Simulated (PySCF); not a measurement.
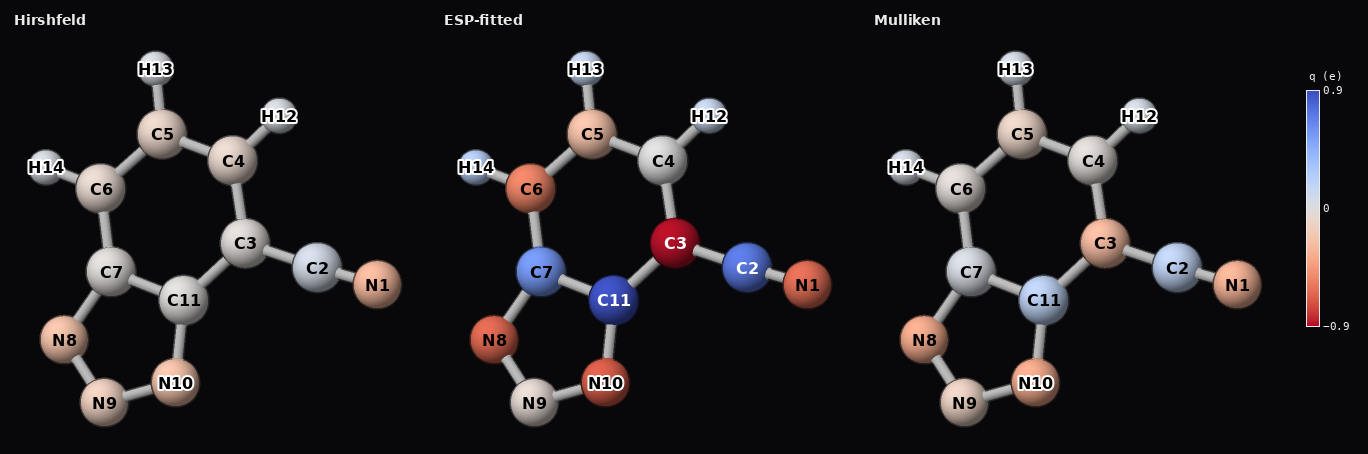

Atomic charges of one calculation by 3 schemes, on one colour scale. Charge −1, singlet. The geometry was computed by an optimisation with GFN2-xTB. No frequency run is at hand to confirm it as a minimum. Computed with PBE0/pcSseg-1 (PySCF 2.14.0).

**Which scheme gives the most polar picture (largest mean size of the charges)?**

The ESP-fitted charges are the largest in size here, and the Hirshfeld charges the smallest.

**On which atom do the schemes disagree most?**

On C11 (from −0.01 to 0.87 e).

List the charges (e), one line for each set of equivalent atoms.

| atom | Hirshfeld | ESP-fitted | Mulliken |
| --- | --- | --- | --- |
| N1 | −0.28 | −0.61 | −0.31 |
| C2 | 0.07 | 0.70 | 0.17 |
| C3 | −0.03 | −0.88 | −0.27 |
| C4 | −0.07 | −0.01 | −0.02 |
| C5 | −0.09 | −0.24 | −0.10 |
| C6 | −0.07 | −0.53 | −0.03 |
| C7 | −0.02 | 0.56 | 0.04 |
| N8 | −0.23 | −0.64 | −0.36 |
| N9 | −0.14 | −0.05 | −0.11 |
| N10 | −0.23 | −0.67 | −0.35 |
| C11 | −0.01 | 0.87 | 0.19 |
| H12 | 0.03 | 0.13 | 0.06 |
| H13 | 0.03 | 0.15 | 0.06 |
| H14 | 0.04 | 0.22 | 0.06 |
